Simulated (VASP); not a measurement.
Band structure of ScB (relaxed from the NiAs type structure, space group P6_3/mmc). Level of theory: PBEsol GGA, VASP's PBE PAW potentials (set 64) (plane waves; VASP 6.6.1).

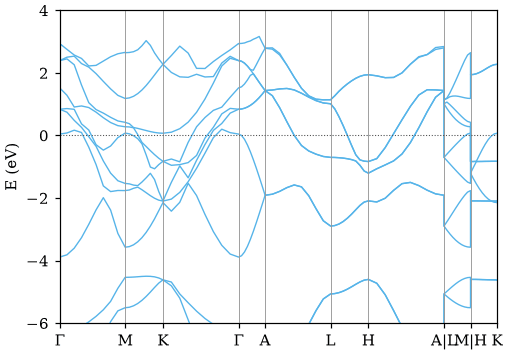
*Bands along high-symmetry lines, zero at the valence-band maximum or, without a gap, the Fermi level*

Q: Read the plot: is there a gap, and where are the band edges?

A: It has no gap at this level: it comes out as a metal or semimetal. (Edges off the drawn lines would not show.)

The structure was generated: ScB was put into the NiAs type type (P6_3/mmc), which need not be its known phase. It was relaxed first, which changed the volume by -25 %.
